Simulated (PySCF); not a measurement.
C₉H₁₀S, SMILES C=Cc1ccc(SC)cc1 at its GFN2-xTB optimised geometry (Å):

```
20

C     -1.0068    -3.8770    -0.0162
C     -1.4573    -2.6276     0.0043
C     -0.6582    -1.4109     0.0000
C     -1.3055    -0.1753    -0.0024
C     -0.6039     1.0145    -0.0036
C      0.7836     0.9946    -0.0004
S      1.8010     2.4368     0.0017
C      0.6183     3.8129     0.0671
C      1.4480    -0.2313     0.0000
C      0.7400    -1.4109     0.0000
H      0.0415    -4.1196    -0.0408
H     -1.6830    -4.7147    -0.0120
H     -2.5278    -2.4594     0.0247
H     -2.3863    -0.1437    -0.0039
H     -1.1492     1.9450    -0.0074
H      1.2223     4.7147     0.0948
H      0.0172     3.7430     0.9691
H     -0.0031     3.8141    -0.8239
H      2.5278    -0.2386     0.0015
H      1.2797    -2.3448     0.0026
```

Calculation: PBE0/def2-SVP run with PySCF.

Map of the electron localisation function on the plane z = 1.2 Å:

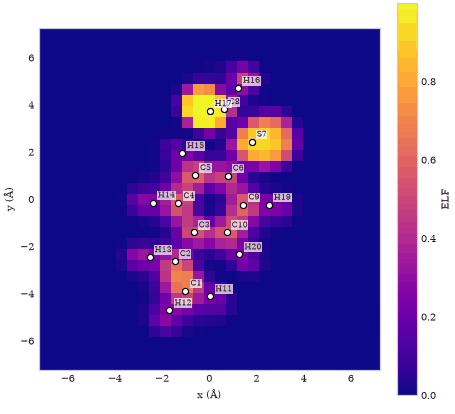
Figure. Electron localisation function on the plane z = 1.2 Å.
